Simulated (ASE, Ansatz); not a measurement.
# Nb(100)/C(110) interface (80 atoms): geometry optimisation

How does Nb(100)/C(110) interface (80 atoms) relax, and what do bonds, charges and levels look like afterwards?

Main program and level: Ansatz 0.2.0; Kohn-Sham DFT, revPBE, PAW (set soft_2), plane waves.

## (1) Set-up

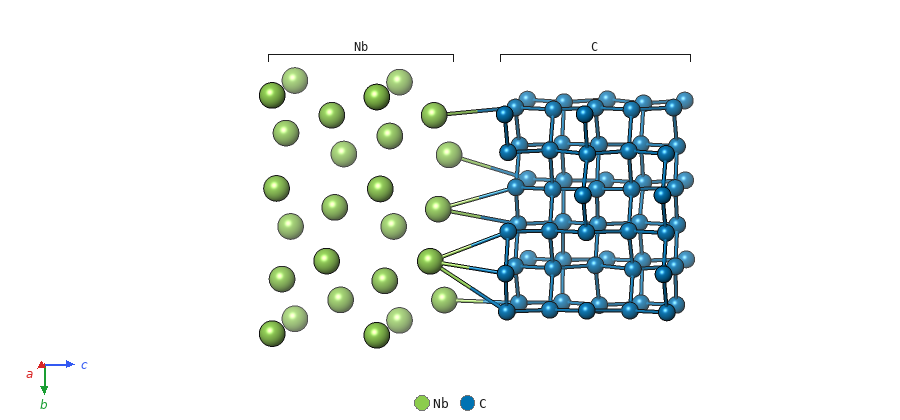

The cell as given, from the side, with the c axis across the page (niobium green, carbon blue). Some periodic images of atoms are drawn too.

The cell holds 80 atoms: 20 Nb and 60 C. Its edges and angles: a = 7.134 Å, b = 7.567 Å, c = 24.460 Å, α = 90.0°, β = 90.0°, γ = 90.0°. It derives from Nb and C. Bcc Nb(100), 4 repeat layers, 5 surface cells, strained -3.32 and +2.54 %; diamond-structure C(110), 5 layers, 6 cells, -0.00 and -0.00 %; outer planes 2.45 Å apart, 12 Å of vacuum above; not relaxed, displaced by a Gaussian of 0.02 Å. Regions: Nb, 20 atoms (20 Nb); C, 60 atoms (60 C). Vacuum lies along c.

Limits known from the start: The host structure and its lattice constant were typed by rule, without a check against the phase diagram.

## (2) Single point at the start

The forces at the start show how far the geometry lies from a minimum of this functional.

File input.yaml:

```yaml
crystal:
  lattice:
    - [7.134, 0.0, 0.0]
    - [0.0, 7.5667, 0.0]
    - [0.0, 0.0, 24.45984]
  atoms:
    - { symbol: Nb, position: [0.59792, 0.7963, 0.24625] }
    - { symbol: Nb, position: [0.89676, 0.70069, 0.31312] }
    - { symbol: Nb, position: [0.59929, 0.80075, 0.38005] }
    - { symbol: Nb, position: [0.49791, 0.50439, 0.44678] }
    - { symbol: Nb, position: [0.19883, 0.60029, 0.24557] }
    - { symbol: Nb, position: [0.50627, 0.49968, 0.31219] }
    - { symbol: Nb, position: [0.1973, 0.59759, 0.37979] }
    - { symbol: Nb, position: [0.10539, 0.30127, 0.44928] }
    - { symbol: Nb, position: [0.80138, 0.40308, 0.24511] }
    - { symbol: Nb, position: [0.09944, 0.3011, 0.31196] }
    - { symbol: Nb, position: [0.79675, 0.40263, 0.38007] }
    - { symbol: Nb, position: [0.69883, 0.09833, 0.4473] }
    - { symbol: Nb, position: [0.39723, 0.19595, 0.24548] }
    - { symbol: Nb, position: [0.701, 0.10051, 0.31418] }
    - { symbol: Nb, position: [0.40162, 0.20509, 0.3808] }
    - { symbol: Nb, position: [0.29867, 0.89853, 0.44887] }
    - { symbol: Nb, position: [0.00255, 3.0e-05, 0.24541] }
    - { symbol: Nb, position: [0.29812, 0.90086, 0.31364] }
    - { symbol: Nb, position: [0.0019, 0.00392, 0.3816] }
    - { symbol: Nb, position: [0.8978, 0.69861, 0.44819] }
    - { symbol: C, position: [0.88211, 0.23965, 0.54902] }
    - { symbol: C, position: [0.50984, 0.07516, 0.54764] }
    - { symbol: C, position: [0.62764, 0.07466, 0.6005] }
    - { symbol: C, position: [0.75251, 0.23778, 0.59979] }
    - { symbol: C, position: [0.87635, 0.24431, 0.65202] }
    - { symbol: C, position: [0.50842, 0.07398, 0.65166] }
    - { symbol: C, position: [0.63078, 0.07329, 0.70242] }
    - { symbol: C, position: [0.75655, 0.23867, 0.70245] }
    - { symbol: C, position: [0.88758, 0.2416, 0.7549] }
    - { symbol: C, position: [0.50343, 0.07126, 0.75329] }
    - { symbol: C, position: [0.8807, 0.57262, 0.54911] }
    - { symbol: C, position: [0.50441, 0.41028, 0.5481] }
    - { symbol: C, position: [0.63062, 0.40936, 0.59954] }
    - { symbol: C, position: [0.75557, 0.57567, 0.59968] }
    - { symbol: C, position: [0.87792, 0.57357, 0.65077] }
    - { symbol: C, position: [0.5073, 0.41488, 0.65345] }
    - { symbol: C, position: [0.63123, 0.40658, 0.70243] }
    - { symbol: C, position: [0.75286, 0.57496, 0.7022] }
    - { symbol: C, position: [0.88096, 0.57376, 0.75458] }
    - { symbol: C, position: [0.50512, 0.40884, 0.7555] }
    - { symbol: C, position: [0.37535, 0.24201, 0.5488] }
    - { symbol: C, position: [0.00416, 0.07342, 0.54822] }
    - { symbol: C, position: [0.12687, 0.07555, 0.59955] }
    - { symbol: C, position: [0.2571, 0.24188, 0.60079] }
    - { symbol: C, position: [0.38212, 0.2368, 0.65255] }
    - { symbol: C, position: [0.00162, 0.07023, 0.65224] }
    - { symbol: C, position: [0.1312, 0.07791, 0.70315] }
    - { symbol: C, position: [0.25309, 0.24155, 0.70355] }
    - { symbol: C, position: [0.3788, 0.24088, 0.75412] }
    - { symbol: C, position: [0.0065, 0.0727, 0.75325] }
    - { symbol: C, position: [0.87966, 0.90863, 0.54733] }
    - { symbol: C, position: [0.50952, 0.74086, 0.54716] }
    - { symbol: C, position: [0.63339, 0.74056, 0.60005] }
    - { symbol: C, position: [0.75719, 0.90764, 0.59962] }
    - { symbol: C, position: [0.87683, 0.90286, 0.65135] }
    - { symbol: C, position: [0.50826, 0.73465, 0.65162] }
    - { symbol: C, position: [0.63325, 0.74225, 0.70427] }
    - { symbol: C, position: [0.75604, 0.90865, 0.704] }
    - { symbol: C, position: [0.87758, 0.90759, 0.75567] }
    - { symbol: C, position: [0.50329, 0.73785, 0.75561] }
    - { symbol: C, position: [0.37829, 0.57247, 0.54709] }
    - { symbol: C, position: [0.00771, 0.40622, 0.54881] }
    - { symbol: C, position: [0.13197, 0.40432, 0.59943] }
    - { symbol: C, position: [0.25914, 0.56958, 0.60229] }
    - { symbol: C, position: [0.38299, 0.57126, 0.65131] }
    - { symbol: C, position: [0.00271, 0.41034, 0.65008] }
    - { symbol: C, position: [0.13224, 0.41001, 0.70293] }
    - { symbol: C, position: [0.25328, 0.57094, 0.70137] }
    - { symbol: C, position: [0.37611, 0.57113, 0.75441] }
    - { symbol: C, position: [0.99976, 0.40803, 0.75352] }
    - { symbol: C, position: [0.37809, 0.90372, 0.54811] }
    - { symbol: C, position: [0.0014, 0.74148, 0.54929] }
    - { symbol: C, position: [0.12874, 0.73745, 0.59826] }
    - { symbol: C, position: [0.25572, 0.90608, 0.60094] }
    - { symbol: C, position: [0.38204, 0.90967, 0.65296] }
    - { symbol: C, position: [0.00629, 0.74145, 0.65171] }
    - { symbol: C, position: [0.13143, 0.73791, 0.70184] }
    - { symbol: C, position: [0.25916, 0.90857, 0.70354] }
    - { symbol: C, position: [0.37627, 0.90728, 0.75316] }
    - { symbol: C, position: [0.00439, 0.73956, 0.75505] }
kpoints:
  mp_grid: { grid: [2, 2, 1] }
hamiltonian:
  xc: revpbe
scf:
  occupations: { method: fermi_dirac, width: 0.05 }
output:
  forces: true
```

Command:

```sh
$ ansatz run input.yaml --threads 4 --pin off --max-ram 8192MiB --backend cpu --events-out ev --progress --plain --runs-dir out
```

Numbers of over 12 decimals in the logs are rounded to 6 here.

The program printed:

```text
Engine: ansatz 0.2.0, aarch64-unknown-linux-gnu
Pseudopotentials: kind: paw
Pseudopotential: Nb, paw, valence charge 13, recommended cutoff 420 eV (normal), Nb.paw.azcp
Pseudopotential: C, paw, valence charge 4, recommended cutoff 420 eV (normal), C.paw.azcp
[... 5 lines on functional and potentials left out ...]
Crystal: 80 atoms, lattice volume = 1320.363 Å³
Basis set: ecut = 420 eV, 25787 PW (Γ), exchange–correlation on 96×108×360 points (8 copies of the dense FFT grid, shifted against one another)
Bands: 330, of which v1, the nominal top of the filled ones, is band 250 counted from 1 (249 counted from 0)
Symmetry: 1 space group operations
Space group: P1 (ITA 1), of the structure as read, at distance tolerance 1.1e-4 Å
k-points: 4
[... 7 lines on functional and potentials left out ...]
Initial density: superposition of atomic densities (neutral atoms: chi_scale 0, normalization atom), corrected by the library's trained network
Initial wavefunctions: pseudopotential atomic-orbital guess
Functional: x = revpbe(κ = 1.245, μ = 0.219515), c = pbe(β = 0.066725)
SCF iter   1: F=—  HF=-106198.323139 eV  |F-HF|=—  |Δ(HF+E_count)|=         —  Δρ=2.25e-2  dr2=1.06e2  ethr=1.77e-3  ⟨swp⟩=9.8  Hψ=7193  notcnv=0  defer=82
preconditioner: auto → LDOS  [metal: Δε(μ)=0.017 eV  Ē_g=9.053 eV  σ=0.050 eV  W_gap=0.08  n_scr=274 (ndim 8)  ℏωp=18.8 eV  f_vac=0.359  D(μ)=40.03/eV (n_scr^D=286)  β→1.0]
SCF iter   2: F=—  HF=-106196.755691 eV  |F-HF|=—  |Δ(HF+E_count)|=    1.57e0  Δρ=1.59e-2  dr2=6.13e1  ethr=1.77e-3  ⟨swp⟩=2.5  Hψ=1856  notcnv=0  defer=198
SCF iter   3: F=—  HF=-106196.081809 eV  |F-HF|=—  |Δ(HF+E_count)|=   6.74e-1  Δρ=5.31e-3  dr2=4.76e0  ethr=1.77e-3  ⟨swp⟩=3.0  Hψ=1414  notcnv=0  defer=198
SCF iter   4: F=—  HF=-106196.020197 eV  |F-HF|=—  |Δ(HF+E_count)|=   6.16e-2  Δρ=1.51e-3  dr2=1.13e-1  ethr=9.51e-4  ⟨swp⟩=1.5  Hψ=1523  notcnv=0  defer=198
SCF iter   5: F=—  HF=-106196.013329 eV  |F-HF|=—  |Δ(HF+E_count)|=   6.87e-3  Δρ=7.30e-4  dr2=8.24e-2  ethr=2.25e-5  ⟨swp⟩=2.0  Hψ=1709  notcnv=0  defer=198
SCF iter   6: F=—  HF=-106196.012312 eV  |F-HF|=—  |Δ(HF+E_count)|=   1.02e-3  Δρ=3.15e-4  dr2=1.85e-2  ethr=1.65e-5  ⟨swp⟩=1.0  Hψ=1122  notcnv=0  defer=198
SCF iter   7: F=—  HF=-106196.012074 eV  |F-HF|=—  |Δ(HF+E_count)|=   2.38e-4  Δρ=1.11e-4  dr2=1.61e-3  ethr=3.71e-6  ⟨swp⟩=1.2  Hψ=1126  notcnv=0  defer=198
SCF iter   8: F=—  HF=-106196.012069 eV  |F-HF|=—  |Δ(HF+E_count)|=   5.53e-6  Δρ=3.29e-5  dr2=4.61e-5  ethr=3.23e-7  ⟨swp⟩=2.0  Hψ=1671  notcnv=0  defer=198
SCF iter   9: F=—  HF=-106196.014494 eV  |F-HF|=—  |Δ(HF+E_count)|=   2.42e-3  Δρ=1.21e-5  dr2=3.45e-6  ethr=9.22e-9  ⟨swp⟩=2.2  Hψ=1741  notcnv=0  defer=198
SCF iter  10: F=—  HF=-106196.014495 eV  |F-HF|=—  |Δ(HF+E_count)|=   9.49e-7  Δρ=6.39e-6  dr2=9.71e-7  ethr=6.90e-10  ⟨swp⟩=2.0  Hψ=1779  notcnv=0  defer=198
SCF iter  11: F=—  HF=-106196.014495 eV  |F-HF|=—  |Δ(HF+E_count)|=   3.65e-8  Δρ=3.34e-6  dr2=3.25e-7  ethr=1.94e-10  ⟨swp⟩=2.0  Hψ=1536  notcnv=0  defer=198
SCF iter  12: F=-106196.014495 eV  HF=-106196.014495 eV  |F-HF|=4.25e-8  |Δ(HF+E_count)|=   1.54e-9  Δρ=1.24e-6  dr2=3.99e-8  ethr=2.00e-11  ⟨swp⟩=3.0  Hψ=4416  notcnv=0
SCF 1 converged in 12 iterations: F = -106196.014495 eV  dr2 = 3.99e-8
  greatest PAW one-centre occupation: 0.999 electrons in one spin orbital (limit 2), on the Nb atom at site 14 (counted from 0), in its partial waves of l = 0
SCF converged after 12 iterations
Free energy (F): -106196.014495 eV
Harris-Foulkes:  -106196.014495 eV  (|F-HF|=4.25e-8)
Internal energy: -106195.573653 eV  (E = F + TS)
E sigma→0 (E₀):  -106195.794074 eV
Entropy (-TS):   -0.440842 eV (-5.511 meV/atom)
Fermi energy:    6.326746 eV
--- Per-component energies (eV) ---
  E_band       = -4928.953663
  E_kinetic    = 13232.386749
  E_local      = -310506.277291  (includes V_loc(G=0)·N_el)
  E_nonlocal   = 3958.977015
  E_hartree    = 149340.716635
  E_xc         = -6369.706057
  E_vxc        = -7792.434098  (∫ρ·V_xc dr)
  E_paw        = -67551.034475  (= ΣΔE_a)
  E_vpaw       = -2503.011142  (= ΣTr[D̂ρ^β])
  E_aug_tail   = 0.000590  (compensation charges beyond the density's cutoff)
  E_ewald      = 111701.301072
  E_core_change = -1.937891  (= ΣΔE_core)
  E_smearing   = -0.440842  (= −TS)
  E_closure    = -0.000000  (closes the sum)
  Σ components = -106196.014495   (vs F -106196.014495, Δ=0.00e0)
--- Forces (eV/Å), atoms counted from 1 ---
  atom   1  Nb    -0.05952167     0.10325244     0.32499441
  atom   2  Nb     0.22070423     0.16061891    -0.38754706
  atom   3  Nb    -0.10634925     0.18593988    -0.31502020
  atom   4  Nb    -0.01046514     0.15522869     3.15144846
  atom   5  Nb    -0.03096250     0.01391541     0.41058287
  atom   6  Nb    -0.44802957    -0.01106426    -0.40687590
  atom   7  Nb     0.06846701     0.08553602    -0.45816947
  atom   8  Nb    -0.37765220    -0.13183385     2.85059417
  atom   9  Nb     0.04661373    -0.04357470     0.42162750
  atom  10  Nb     0.03759497    -0.04267247    -0.27073858
  atom  11  Nb     0.39126450    -0.20794970    -0.37721084
  atom  12  Nb     0.47203291    -0.34388550     2.80251376
  atom  13  Nb     0.03375553    -0.07130363     0.45856038
  atom  14  Nb    -0.01434687     0.01405242    -0.50255256
[...]
atom  79  C      5.72313150    -0.19507610     0.28073624
  atom  80  C     -4.06425265    -0.01000114    -1.27208008
  max |Σ_I F_I| component: 1.18e-4 eV/Å
```

Elapsed: 57 s, on 4 threads of Arm Neoverse V1, shared host; peak memory 6.3 GiB; 3.5 min of CPU time.

Reading the cycles: dr2 is the Hartree energy of the density residual (eV), the measure of convergence; HF is the Harris–Foulkes estimate of the energy, which meets the free energy F at convergence.

The program notes that it cut back its work space to fit the memory limit.

Numbers from this run:

* free energy: -106196.0145 eV
* free energy per atom: -1327.4502 eV/atom
* SCF cycles: 12
* r.m.s. force component: 1.588 eV/Å
* longest force: 5.733 eV/Å
* Fermi energy: 6.327 eV

The r.m.s. force component of 1.6 eV/Å sets the starting point.

Neighbours are counted within 1.85 Å (C-C).

Length of the force by element and coordination:

```tsv
element	coordination	atoms	mean length of the force (eV/Å)	spread	least	most
C	all	60	2.76	1.31	0.863	5.73
C	3	24	4.03	0.855	2.63	5.73
C	4	36	1.91	0.735	0.863	4.48
Nb	all	20	1.09	1.08	0.277	3.16
```

(Part 1 of 3 ends here.)

[Logs are printed without paths, hosts, clocks, repeated set-up lines and the standing remarks that a program may print on its own settings, such as how far it seeks lower states.]

[Hosts, paths, dates, database ids (printed as entryN), source tags and the programs' standing remarks are cut or masked in the printed files.]
